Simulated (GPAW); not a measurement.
# SiNH$_{3}$Cl: geometry relaxation (part 3 of 5)

Continued. System: SiNH$_{3}$Cl, multiplicity 2. Method: PBEsol/real-space grid, UKS, dispersion D3(0), scalar-relativistic datasets (GPAW 26.7.0). The geometry comes from this level: GFN2-xTB.

Geometry of the input (Å):
```
N  0.0000  0.0000  0.0000
Si 1.7268  0.0000  0.0000
Cl 2.2672  1.9624  0.0000
H  -0.5015  0.7413  -0.4623
H  -0.5021  -0.8689  -0.0695
H  2.1514  -0.6449  1.2347
```

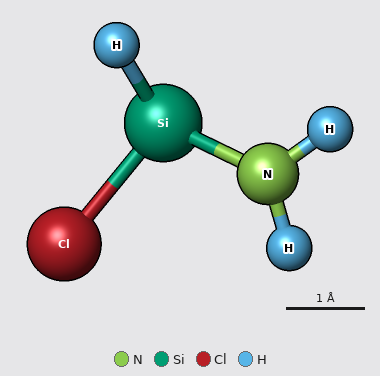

**Figure 1.** The input geometry (ball-and-stick view, seen at a tilt).

Output, continued
```
Atoms  # Å, Bohr magnetons
|   | symbol |        x |        y |        z |    initial magnetic moments |
|---|--------|----------|----------|----------|-----------------------------|
| 0 |      N | 5.098568 | 5.320815 | 4.936183 | ( 0.0000,  0.0000,  0.0591) |
| 1 |     Si | 6.824613 | 5.368072 | 4.977911 | ( 0.0000,  0.0000,  0.2435) |
| 2 |     Cl | 7.378974 | 7.363469 | 5.170332 | ( 0.0000,  0.0000,  0.0432) |
| 3 |      H | 4.587415 | 5.887168 | 4.259473 | ( 0.0000,  0.0000, -0.0005) |
| 4 |      H | 4.624294 | 4.439196 | 5.123484 | ( 0.0000,  0.0000, -0.0006) |
| 5 |      H | 7.221333 | 4.628427 | 6.230636 | ( 0.0000,  0.0000,  0.0289) |

Unit cell  # Å
| periodic |         x |         y |         z |   lengths |    angles |
|----------|-----------|-----------|-----------|-----------|-----------|
|       no | 11.769240 |  0.000000 |  0.000000 | 11.769240 | 90.000000 |
|       no |  0.000000 | 11.831247 |  0.000000 | 11.831247 | 90.000000 |
|       no |  0.000000 |  0.000000 | 10.697031 | 10.697031 | 90.000000 |

Initialization done in: 1.153 s

convergence criteria:
- Maximum [total energy] change in last 3 cyles: 0.0005 eV / valence electron
- Maximum integral of absolute [dens]ity change: 0.0001 electrons / valence electron
- Maximum integral of absolute [eigenst]ate change: 4e-08 eV^2 / valence electron
maximum number of iterations: 100

SCF iterations
|iter     |     time |      energy | eigst |  dens |  magmom |
|---------|----------|-------------|-------|-------|---------|
|iter:   1| 00:13:31 |  -27.823744 | -1.88 |       |  +1.0009|
|iter:   2| 00:13:33 |  -27.817144 | -2.93 | -2.53 |  +1.0009|
|iter:   3| 00:13:35 |  -27.772191 | -3.02 | -2.57 |  +1.0006|
|iter:   4| 00:13:37 |  -27.729345 | -3.77 | -2.85 |  +1.0003|
|iter:   5| 00:13:39 |  -27.701254 | -4.40 | -3.22 |  +1.0001|
|iter:   6| 00:13:41 |  -27.693491 | -5.28 | -3.71 |  +1.0000|
|iter:   7| 00:13:43 |  -27.691516 | -6.12 | -4.18c|  +1.0000|
|iter:   8| 00:13:45 |  -27.691187c| -6.76 | -4.58c|  +1.0000|
|iter:   9| 00:13:47 |  -27.691100c| -7.44c| -5.15c|  +1.0000|

Converged in 9 steps
SCF loop duration: 17.682 s (1.965 s/step)
Energy contributions relative to reference atoms: (reference = -21920.504228)

Energy contributions:
  Kinetic:          29.212258
  Coulomb:         -31.501442
  Zero:              0.722160
  External:          0.000000
  Xc:              -26.124077
  Entropy:           0.000000
  Spinorbit:         0.000000
  ----------------------------
  Free energy:     -27.691100
  Extrapolated:    -27.691100

dipole moment: (-0.400762, -0.343233, -0.123139)  # |e|*Ang

Total magnetic moment: (0.000000, 0.000000, 1.000000)

Local magnetic moments
|        x |        y |         z |
|----------|----------|-----------|
| 0.000000 | 0.000000 |  0.058887 |  # N    0
| 0.000000 | 0.000000 |  0.243709 |  # Si   1
| 0.000000 | 0.000000 |  0.043547 |  # Cl   2
| 0.000000 | 0.000000 | -0.000489 |  # H    3
| 0.000000 | 0.000000 | -0.000592 |  # H    4
| 0.000000 | 0.000000 |  0.028726 |  # H    5

Fermi levels: -2.048, -3.916
Eigenvalues  # (at kpt = [0.000, 0.000, 0.000])
| band index |      eig [eV] | occ [0-1] |      eig [eV] | occ [0-1] |
|------------|---------------|-----------|---------------|-----------|
|          0 |       -21.610 |     1.000 |       -21.449 |     1.000 |
|        ... |               |           |               |           |
|          2 |       -13.268 |     1.000 |       -13.018 |     1.000 |
|          3 |       -12.618 |     1.000 |       -12.547 |     1.000 |
|          4 |       -10.208 |     1.000 |       -10.037 |     1.000 |
|          5 |        -9.234 |     1.000 |        -9.013 |     1.000 |
|          6 |        -8.439 |     1.000 |        -8.170 |     1.000 |
|          7 |        -7.778 |     1.000 |        -7.696 |     1.000 |
|          8 |        -7.284 |     1.000 |        -6.999 |     1.000 |
|          9 |        -4.629 |     1.000 |        -3.203 |     0.000 |
|         10 |        -0.893 |     0.000 |        -0.702 |     0.000 |
|         11 |        -0.658 |     0.000 |        -0.362 |     0.000 |
|         12 |         0.199 |     0.000 |         0.381 |     0.000 |
|         13 |         0.406 |     0.000 |         0.616 |     0.000 |
|         14 |         0.633 |     0.000 |         0.888 |     0.000 |

Gap: 2.310 eV
Transition (v -> c):
  (s=1, k=0, n=9, [0.00, 0.00, 0.00]) -> (s=0, k=0, n=10, [0.00, 0.00, 0.00])
No difference between direct/indirect transitions
vacuum-level: 0.000  # V

Forces  # eV/Ang
|        x |        y |        z |
|----------|----------|----------|
|  0.04522 |  0.05377 | -0.05168 |  # N    0
| -0.04812 |  0.03247 | -0.01150 |  # Si   1
| -0.00514 |  0.01612 |  0.01198 |  # Cl   2
|  0.00885 | -0.05583 |  0.03479 |  # H    3
| -0.03418 | -0.01339 | -0.02311 |  # H    4
|  0.00369 | -0.01397 |  0.02943 |  # H    5

Force computation time: 0.077  # s
BFGSLineSearch:   21[ 36] 00:13:48      -27.715083       0.0850
        .----------------------------.
       /|                            |
      / |                            |
     /  |                            |
    /   |                            |
   /    |                            |
  /     |                            |
 *      |                            |
 |      |                            |
 |      |               Cl           |
 |      |             H              |
 |      |      HHN   Si              |
 |      |                            |
 |      .----------------------------.
 |     /                            /
 |    /                            /
 |   /                            /
 |  /                            /
 | /                            /
 |/                            /
 *----------------------------*

Atoms  # Å, Bohr magnetons
|   | symbol |        x |        y |        z |    initial magnetic moments |
|---|--------|----------|----------|----------|-----------------------------|
| 0 |      N | 5.097879 | 5.321586 | 4.933691 | ( 0.0000,  0.0000,  0.0589) |
| 1 |     Si | 6.822404 | 5.370726 | 4.977697 | ( 0.0000,  0.0000,  0.2437) |
| 2 |     Cl | 7.379507 | 7.365690 | 5.171336 | ( 0.0000,  0.0000,  0.0435) |
| 3 |      H | 4.584252 | 5.886971 | 4.260918 | ( 0.0000,  0.0000, -0.0005) |
| 4 |      H | 4.622152 | 4.439353 | 5.115527 | ( 0.0000,  0.0000, -0.0006) |
| 5 |      H | 7.218380 | 4.628423 | 6.232233 | ( 0.0000,  0.0000,  0.0287) |

Unit cell  # Å
| periodic |         x |         y |         z |   lengths |    angles |
|----------|-----------|-----------|-----------|-----------|-----------|
|       no | 11.769240 |  0.000000 |  0.000000 | 11.769240 | 90.000000 |
|       no |  0.000000 | 11.831247 |  0.000000 | 11.831247 | 90.000000 |
|       no |  0.000000 |  0.000000 | 10.697031 | 10.697031 | 90.000000 |

Initialization done in: 1.151 s

convergence criteria:
- Maximum [total energy] change in last 3 cyles: 0.0005 eV / valence electron
- Maximum integral of absolute [dens]ity change: 0.0001 electrons / valence electron
- Maximum integral of absolute [eigenst]ate change: 4e-08 eV^2 / valence electron
maximum number of iterations: 100

SCF iterations
|iter     |     time |      energy | eigst |  dens |  magmom |
|---------|----------|-------------|-------|-------|---------|
|iter:   1| 00:13:50 |  -27.709063 | -2.50 |       |  +0.9996|
|iter:   2| 00:13:52 |  -27.708176 | -3.63 | -2.77 |  +0.9996|
|iter:   3| 00:13:54 |  -27.701208c| -3.57 | -2.81 |  +0.9998|
|iter:   4| 00:13:56 |  -27.695742 | -4.08 | -3.17 |  +0.9999|
|iter:   5| 00:13:58 |  -27.693184c| -4.87 | -3.56 |  +1.0000|
|iter:   6| 00:14:00 |  -27.691822c| -5.74 | -3.89 |  +1.0000|
|iter:   7| 00:14:02 |  -27.691600c| -6.68 | -4.53c|  +1.0000|
|iter:   8| 00:14:04 |  -27.691530c| -7.45c| -4.89c|  +1.0000|

Converged in 8 steps
SCF loop duration: 15.502 s (1.938 s/step)
Energy contributions relative to reference atoms: (reference = -21920.504228)

Energy contributions:
  Kinetic:          29.253335
  Coulomb:         -31.531332
  Zero:              0.722965
  External:          0.000000
  Xc:              -26.136498
  Entropy:           0.000000
  Spinorbit:         0.000000
  ----------------------------
  Free energy:     -27.691530
  Extrapolated:    -27.691530

dipole moment: (-0.403207, -0.342621, -0.124555)  # |e|*Ang

Total magnetic moment: (0.000000, 0.000000, 1.000000)

Local magnetic moments
|        x |        y |         z |
|----------|----------|-----------|
| 0.000000 | 0.000000 |  0.058863 |  # N    0
| 0.000000 | 0.000000 |  0.243557 |  # Si   1
| 0.000000 | 0.000000 |  0.043563 |  # Cl   2
| 0.000000 | 0.000000 | -0.000491 |  # H    3
| 0.000000 | 0.000000 | -0.000593 |  # H    4
| 0.000000 | 0.000000 |  0.028832 |  # H    5

Fermi levels: -2.044, -3.912
Eigenvalues  # (at kpt = [0.000, 0.000, 0.000])
| band index |      eig [eV] | occ [0-1] |      eig [eV] | occ [0-1] |
|------------|---------------|-----------|---------------|-----------|
|          0 |       -21.623 |     1.000 |       -21.461 |     1.000 |
|        ... |               |           |               |           |
|          2 |       -13.277 |     1.000 |       -13.030 |     1.000 |
|          3 |       -12.612 |     1.000 |       -12.541 |     1.000 |
|          4 |       -10.218 |     1.000 |       -10.047 |     1.000 |
|          5 |        -9.228 |     1.000 |        -9.006 |     1.000 |
|          6 |        -8.440 |     1.000 |        -8.170 |     1.000 |
|          7 |        -7.778 |     1.000 |        -7.696 |     1.000 |
|          8 |        -7.291 |     1.000 |        -7.007 |     1.000 |
|          9 |        -4.625 |     1.000 |        -3.199 |     0.000 |
|         10 |        -0.889 |     0.000 |        -0.699 |     0.000 |
|         11 |        -0.661 |     0.000 |        -0.364 |     0.000 |
|         12 |         0.196 |     0.000 |         0.379 |     0.000 |
|         13 |         0.407 |     0.000 |         0.615 |     0.000 |
|         14 |         0.632 |     0.000 |         0.887 |     0.000 |

Gap: 2.310 eV
Transition (v -> c):
  (s=1, k=0, n=9, [0.00, 0.00, 0.00]) -> (s=0, k=0, n=10, [0.00, 0.00, 0.00])
No difference between direct/indirect transitions
vacuum-level: 0.000  # V

Forces  # eV/Ang
|        x |        y |        z |
|----------|----------|----------|
|  0.01846 |  0.00220 |  0.02114 |  # N    0
| -0.00096 |  0.01105 |  0.01798 |  # Si   1
| -0.01608 |  0.00203 |  0.00883 |  # Cl   2
| -0.01339 |  0.00837 | -0.02383 |  # H    3
| -0.01166 | -0.01765 | -0.00529 |  # H    4
| -0.00791 |  0.00644 | -0.00405 |  # H    5

Force computation time: 0.077  # s
BFGSLineSearch:   22[ 37] 00:14:04      -27.715480       0.0284
        .----------------------------.
       /|                            |
      / |                            |
     /  |                            |
    /   |                            |
   /    |                            |
  /     |                            |
 *      |                            |
 |      |                            |
 |      |               Cl           |
 |      |             H              |
 |      |      HHN   Si              |
 |      |                            |
 |      .----------------------------.
 |     /                            /
 |    /                            /
 |   /                            /
 |  /                            /
 | /                            /
 |/                            /
 *----------------------------*

Atoms  # Å, Bohr magnetons
|   | symbol |        x |        y |        z |    initial magnetic moments |
|---|--------|----------|----------|----------|-----------------------------|
| 0 |      N | 5.097267 | 5.320880 | 4.933125 | ( 0.0000,  0.0000,  0.0589) |
| 1 |     Si | 6.821506 | 5.371278 | 4.978204 | ( 0.0000,  0.0000,  0.2436) |
| 2 |     Cl | 7.378022 | 7.365713 | 5.173923 | ( 0.0000,  0.0000,  0.0436) |
| 3 |      H | 4.583674 | 5.883094 | 4.256262 | ( 0.0000,  0.0000, -0.0005) |
| 4 |      H | 4.622787 | 4.436663 | 5.111476 | ( 0.0000,  0.0000, -0.0006) |
| 5 |      H | 7.215728 | 4.626578 | 6.231858 | ( 0.0000,  0.0000,  0.0288) |

Unit cell  # Å
| periodic |         x |         y |         z |   lengths |    angles |
|----------|-----------|-----------|-----------|-----------|-----------|
|       no | 11.769240 |  0.000000 |  0.000000 | 11.769240 | 90.000000 |
|       no |  0.000000 | 11.831247 |  0.000000 | 11.831247 | 90.000000 |
|       no |  0.000000 |  0.000000 | 10.697031 | 10.697031 | 90.000000 |

Initialization done in: 1.176 s

convergence criteria:
- Maximum [total energy] change in last 3 cyles: 0.0005 eV / valence electron
- Maximum integral of absolute [dens]ity change: 0.0001 electrons / valence electron
- Maximum integral of absolute [eigenst]ate change: 4e-08 eV^2 / valence electron
maximum number of iterations: 100

SCF iterations
|iter     |     time |      energy | eigst |  dens |  magmom |
|---------|----------|-------------|-------|-------|---------|
|iter:   1| 00:14:06 |  -27.702380 | -2.77 |       |  +0.9999|
|iter:   2| 00:14:09 |  -27.701842 | -3.87 | -2.94 |  +0.9999|
|iter:   3| 00:14:11 |  -27.697321c| -3.89 | -2.97 |  +0.9999|
|iter:   4| 00:14:13 |  -27.693967c| -4.29 | -3.32 |  +1.0000|
|iter:   5| 00:14:15 |  -27.692745c| -5.24 | -3.74 |  +1.0000|
|iter:   6| 00:14:17 |  -27.691778c| -6.00 | -4.02c|  +1.0000|
|iter:   7| 00:14:19 |  -27.691694c| -7.01 | -4.66c|  +1.0000|
|iter:   8| 00:14:20 |  -27.691648c| -7.42c| -4.97c|  +1.0000|

Converged in 8 steps
SCF loop duration: 15.036 s (1.879 s/step)
Energy contributions relative to reference atoms: (reference = -21920.504228)

Energy contributions:
  Kinetic:          29.232122
  Coulomb:         -31.519384
  Zero:              0.723150
  External:          0.000000
  Xc:              -26.127535
  Entropy:           0.000000
  Spinorbit:         0.000000
  ----------------------------
  Free energy:     -27.691648
  Extrapolated:    -27.691648

dipole moment: (-0.402237, -0.342957, -0.126733)  # |e|*Ang

Total magnetic moment: (0.000000, 0.000000, 1.000000)

Local magnetic moments
|        x |        y |         z |
|----------|----------|-----------|
| 0.000000 | 0.000000 |  0.058812 |  # N    0
| 0.000000 | 0.000000 |  0.243581 |  # Si   1
| 0.000000 | 0.000000 |  0.043594 |  # Cl   2
| 0.000000 | 0.000000 | -0.000472 |  # H    3
| 0.000000 | 0.000000 | -0.000601 |  # H    4
| 0.000000 | 0.000000 |  0.028763 |  # H    5

Fermi levels: -2.043, -3.911
Eigenvalues  # (at kpt = [0.000, 0.000, 0.000])
| band index |      eig [eV] | occ [0-1] |      eig [eV] | occ [0-1] |
|------------|---------------|-----------|---------------|-----------|
|          0 |       -21.621 |     1.000 |       -21.460 |     1.000 |
|        ... |               |           |               |           |
|          2 |       -13.277 |     1.000 |       -13.030 |     1.000 |
|          3 |       -12.600 |     1.000 |       -12.529 |     1.000 |
|          4 |       -10.219 |     1.000 |       -10.048 |     1.000 |
|          5 |        -9.228 |     1.000 |        -9.006 |     1.000 |
|          6 |        -8.442 |     1.000 |        -8.172 |     1.000 |
|          7 |        -7.780 |     1.000 |        -7.697 |     1.000 |
|          8 |        -7.295 |     1.000 |        -7.010 |     1.000 |
|          9 |        -4.624 |     1.000 |        -3.197 |     0.000 |
|         10 |        -0.889 |     0.000 |        -0.700 |     0.000 |
|         11 |        -0.659 |     0.000 |        -0.363 |     0.000 |
|         12 |         0.196 |     0.000 |         0.378 |     0.000 |
|         13 |         0.407 |     0.000 |         0.615 |     0.000 |
|         14 |         0.631 |     0.000 |         0.886 |     0.000 |

Gap: 2.308 eV
Transition (v -> c):
  (s=1, k=0, n=9, [0.00, 0.00, 0.00]) -> (s=0, k=0, n=10, [0.00, 0.00, 0.00])
No difference between direct/indirect transitions
vacuum-level: 0.000  # V

Forces  # eV/Ang
|        x |        y |        z |
|----------|----------|----------|
| -0.02493 |  0.00888 | -0.00042 |  # N    0
|  0.00617 |  0.00170 |  0.01628 |  # Si   1
| -0.01158 |  0.00557 |  0.00558 |  # Cl   2
|  0.01152 | -0.00400 |  0.00663 |  # H    3
|  0.00249 | -0.00202 | -0.00018 |  # H    4
| -0.00610 |  0.00901 | -0.00381 |  # H    5

Force computation time: 0.077  # s
BFGSLineSearch:   23[ 38] 00:14:21      -27.715580       0.0297
        .----------------------------.
       /|                            |
      / |                            |
     /  |                            |
    /   |                            |
   /    |                            |
  /     |                            |
 *      |                            |
 |      |                            |
 |      |               Cl           |
 |      |             H              |
 |      |      HHN   Si              |
 |      |                            |
 |      .----------------------------.
 |     /                            /
 |    /                            /
 |   /                            /
 |  /                            /
 | /                            /
 |/                            /
 *----------------------------*
```
